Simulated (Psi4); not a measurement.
# Single-point calculation, with input and output: AsH3 (charge +1) (part 2 of 2)

AsH3, charge +1, multiplicity 2; CCSD/cc-pVTZ, UHF (Psi4 1.11). The geometry is that of the parent species in another charge or spin state. The geometry comes from this level: PBE0-D4/def2-TZVP.

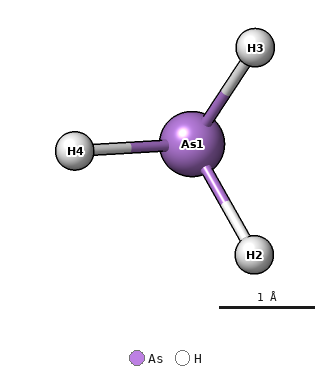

Figure 1. The structure as given in the input (ball-and-stick view, seen at a tilt; atoms are numbered from 1 in the order of the input).

The program's output, continued:
```
	IRREP	# MOs	# FZDC	# DOCC	# SOCC	# VIRT	# FZVR
	-----	-----	------	------	------	------	------
	 A	   85	    9	    8	    1	    67	    0
	Transforming integrals...
	IWL integrals will be deleted.
	(OO|OO)...
	Presorting SO-basis two-electron integrals.
	Sorting File: SO Ints (nn|nn) nbuckets = 1
	Constructing frozen core operators
	Starting AA/AB first half-transformation.
	Sorting AA/AB half-transformed integrals.
	Starting BB first half-transformation.
	Sorting BB half-transformed integrals.
	First half integral transformation complete.
	Starting AA second half-transformation.
	Starting AB second half-transformation.
	Starting BB second half-transformation.
	Two-electron integral transformation complete.
	(OO|OV)...
	Starting AA second half-transformation.
	Starting AB second half-transformation.
	Starting BB second half-transformation.
	Two-electron integral transformation complete.
	(OO|VV)...
	Starting AA second half-transformation.
	Starting AB second half-transformation.
	Starting BB second half-transformation.
	Two-electron integral transformation complete.
	(OV|OO)...
	Starting AA/AB first half-transformation.
	Sorting AA/AB half-transformed integrals.
	Starting BB first half-transformation.
	Sorting BB half-transformed integrals.
	First half integral transformation complete.
	Starting AA second half-transformation.
	Starting AB second half-transformation.
	Starting BB second half-transformation.
	Two-electron integral transformation complete.
	(OV|OV)...
	Starting AA second half-transformation.
	Starting AB second half-transformation.
	Starting BB second half-transformation.
	Two-electron integral transformation complete.
	(OV|VV)...
	Starting AA second half-transformation.
	Starting AB second half-transformation.
	Starting BB second half-transformation.
	Two-electron integral transformation complete.
	(VV|OO)...
	Starting AA/AB first half-transformation.
	Sorting AA/AB half-transformed integrals.
	Starting BB first half-transformation.
	Sorting BB half-transformed integrals.
	First half integral transformation complete.
	Starting AA second half-transformation.
	Starting AB second half-transformation.
	Starting BB second half-transformation.
	Two-electron integral transformation complete.
	(VV|OV)...
	Starting AA second half-transformation.
	Starting AB second half-transformation.
	Starting BB second half-transformation.
	Two-electron integral transformation complete.
	(VV|VV)...
	Starting AA second half-transformation.
	Starting AB second half-transformation.
	Starting BB second half-transformation.
	Two-electron integral transformation complete.
	Frozen core energy     =  -2139.84899270582127

	Size of irrep 0 of <AB|CD> integrals:      4.889 (MW) /     39.108 (MB)
	Total:                                     4.889 (MW) /     39.108 (MB)

	Size of irrep 0 of <ab|cd> integrals:      5.189 (MW) /     41.514 (MB)
	Total:                                     5.189 (MW) /     41.514 (MB)

	Size of irrep 0 of <Ab|Cd> integrals:     20.757 (MW) /    166.057 (MB)
	Total:                                    20.757 (MW) /    166.057 (MB)

	Size of irrep 0 of <IA|BC> integrals:      2.707 (MW) /     21.655 (MB)
	Total:                                     2.707 (MW) /     21.655 (MB)

	Size of irrep 0 of <ia|bc> integrals:      2.515 (MW) /     20.124 (MB)
	Total:                                     2.515 (MW) /     20.124 (MB)

	Size of irrep 0 of <Ia|Bc> integrals:      2.788 (MW) /     22.306 (MB)
	Total:                                     2.788 (MW) /     22.306 (MB)

	Size of irrep 0 of <iA|bC> integrals:      2.442 (MW) /     19.536 (MB)
	Total:                                     2.442 (MW) /     19.536 (MB)

	Size of irrep 0 of tIjAb amplitudes:       0.328 (MW) /      2.624 (MB)
	Total:                                     0.328 (MW) /      2.624 (MB)

	Nuclear Rep. energy          =     35.15317793661819
	SCF energy                   =  -2235.62737434322935
	One-electron energy          =   -231.41911135814530
	Two-electron (AA) energy     =     24.17415181632747
	Two-electron (BB) energy     =     20.83162636332871
	Two-electron (AB) energy     =     55.48177360443062
	Two-electron energy          =    100.48755178408680
	Reference energy             =  -2235.62737434326164

	total time  =          9 seconds =       0.15 minutes
            **************************
            *                        *
            *        CCENERGY        *
            *                        *
            **************************

    Nuclear Rep. energy (wfn)     =   35.153177936618192
    SCF energy          (wfn)     = -2235.627374343229349
    Reference energy    (file100) = -2235.627374343261636

    Input parameters:
    -----------------
    Wave function   =     CCSD
    Reference wfn   =     UHF
    Brueckner       =     No
    Memory (Mbytes) =     1600.0
    Maxiter         =    200
    R_Convergence   =     1.0e-07
    E_Convergence   =     1.0e-09
    Restart         =     Yes
    DIIS            =     Yes
    AO Basis        =     NONE
    ABCD            =     NEW
    Cache Level     =     2
    Cache Type      =     LRU
    Print Level     =     1
    Num. of threads =     1
    # Amps to Print =     10
    Print MP2 Amps? =     No
    Analyze T2 Amps =     No
    Print Pair Ener =     No
    Local CC        =     No
    SCS-MP2         =     False
    SCSN-MP2        =     False
    SCS-CCSD        =     False

MP2 correlation energy -0.1972400908639308
                Solving CC Amplitude Equations
                ------------------------------
  Iter             Energy              RMS        T1Diag      D1Diag    New D1Diag    D2Diag
  ----     ---------------------    ---------   ----------  ----------  ----------   --------
     0        -0.197240090863931    0.000e+00    0.000000    0.000000    0.000000    0.000000
     1        -0.210072299009522    6.181e-02    0.009727    0.000000    0.000000    0.000000
     2        -0.219569883958668    2.201e-02    0.012691    0.000000    0.000000    0.000000
     3        -0.220216032820750    7.501e-03    0.014406    0.000000    0.000000    0.000000
     4        -0.220215806484640    2.121e-03    0.014850    0.000000    0.000000    0.000000
     5        -0.220201529834240    5.334e-04    0.014924    0.000000    0.000000    0.000000
     6        -0.220199442061693    1.994e-04    0.014951    0.000000    0.000000    0.000000
     7        -0.220201013840372    7.459e-05    0.014953    0.000000    0.000000    0.000000
     8        -0.220201591538695    2.478e-05    0.014954    0.000000    0.000000    0.000000
     9        -0.220201484945757    7.978e-06    0.014954    0.000000    0.000000    0.000000
    10        -0.220201513383994    2.947e-06    0.014954    0.000000    0.000000    0.000000
    11        -0.220201486505461    1.201e-06    0.014954    0.000000    0.000000    0.000000
    12        -0.220201510278864    3.823e-07    0.014954    0.000000    0.000000    0.000000
    13        -0.220201498595716    1.203e-07    0.014954    0.000000    0.000000    0.000000
    14        -0.220201498622241    4.268e-08    0.014954    0.000000    0.000000    0.000000
    15        -0.220201497759777    1.295e-08    0.014954    0.000000    0.000000    0.000000

    Iterations converged.

    Largest TIA Amplitudes:
              7   0         0.0189333153
              6   1         0.0189327592
              8   6         0.0171660761
              5   2         0.0102028852
              8   3        -0.0082506870
              6   0        -0.0060405445
              7   1         0.0060394556
              3  27         0.0054932549
              4  26         0.0054932311
              5  12         0.0053354259

    Largest Tia Amplitudes:
              5   0        -0.0240232353
              5   9         0.0114256563
              7   1         0.0111233891
              6   2         0.0111231564
              5   3        -0.0081815905
              5   6        -0.0074025429
              7  14         0.0068871884
              6  15        -0.0068869071
              4  26        -0.0061828000
              3  27         0.0061827605

    Largest TIJAB Amplitudes:
      8   6   6   1         0.0179842935
      8   7   6   0         0.0179838789
      7   6   8   1        -0.0142355871
      7   6   7   0        -0.0142355343
      8   7   8   0        -0.0138402141
      8   7   7   1        -0.0138388948
      8   6   7   0        -0.0138386593
      8   6   8   1         0.0138383527
      8   6   3   1        -0.0121693887
      8   7   3   0        -0.0121692107

    Largest Tijab Amplitudes:
      7   6   7   1        -0.0148705653
      7   6   8   2        -0.0148697754
      6   5   2   0         0.0097116008
      7   5   1   0         0.0097115954
      7   6   8   7        -0.0091659183
      7   6   7   2        -0.0090748193
      7   6   8   1         0.0090741685
      7   6   5   4         0.0076940797
      4   3  27  26        -0.0066658927
      7   6  10   7        -0.0064178230

    Largest TIjAb Amplitudes:
      7   7   0   1        -0.0490751168
      6   6   1   2        -0.0490725882
      7   5   0   0         0.0309256544
      6   5   1   0         0.0309255966
      7   7   0  10         0.0275682066
      6   6   1  11         0.0275676791
      8   5   6   0        -0.0273654625
      8   5   3   0         0.0219712444
      5   7   0   0        -0.0216303225
      5   6   1   0        -0.0216302607

    SCF energy       (wfn)                    = -2235.627374343229349
    Reference energy (file100)                = -2235.627374343261636

    Opposite-spin MP2 correlation energy      =   -0.150709301110212
    Same-spin MP2 correlation energy          =   -0.046530789753719
    Singles MP2 correlation energy            =   -0.000000000000000
    MP2 correlation energy                    =   -0.197240090863931
      * MP2 total energy                      = -2235.824614434125579

    Opposite-spin CCSD correlation energy     =   -0.173652506721539
    Same-spin CCSD correlation energy         =   -0.046548991038238
    Singles CCSD correlation energy           =    0.000000000000000
    CCSD correlation energy                   =   -0.220201497759777
      * CCSD total energy                     = -2235.847575841021353
```

This output came from the following input.

The input (run.py):
```python
import psi4

psi4.set_memory(1600000000)
psi4.set_num_threads(1)
psi4.core.set_output_file('psi4.out', False)

mol = psi4.geometry("""
1 2
As    -0.215800     0.487600    -0.346000
H      0.349900     0.630300     1.059400
H     -1.068000    -0.705500     0.061100
H      0.933900    -0.412500    -0.774500
units angstrom
symmetry c1
no_reorient
no_com
""")

psi4.set_options({
    'reference': 'uhf',
    'puream': True,
    'e_convergence': 1e-09,
    'd_convergence': 1e-08,
    'scf_type': 'pk',
    'num_frozen_docc': 9,
    'maxiter': 200,
})

e_tot, wfn = psi4.energy('ccsd/cc-pVTZ', molecule=mol, return_wfn=True)
print(f'ccsd/cc-pVTZ energy: {e_tot:.10f} Eh')
for k, v in sorted(psi4.core.scalar_variables().items()):
    print(f'{k:45s} {v:18.10f}')
```

Launch command:
```bash
python run.py
```

Key numbers:

| quantity | value |
| --- | --- |
| outcome | converged |
| total energy | −2235.847576 hartree |
| SCF energy | −2235.627374 hartree |
| MP2 energy | −2235.824614 hartree |
| CCSD energy | −2235.847576 hartree |
| correlation energy | −0.220201 hartree |
| basis functions | 85 |
| T1 diagnostic | 0.015 |
| ⟨S²⟩ | 0.755 |
| hardware | 1 thread of Intel Xeon @ 2.50GHz (Skylake/Cascade Lake), 128 GiB of memory available, shared host |
| wall time | 76 s |
| peak memory | 1.1 GiB |
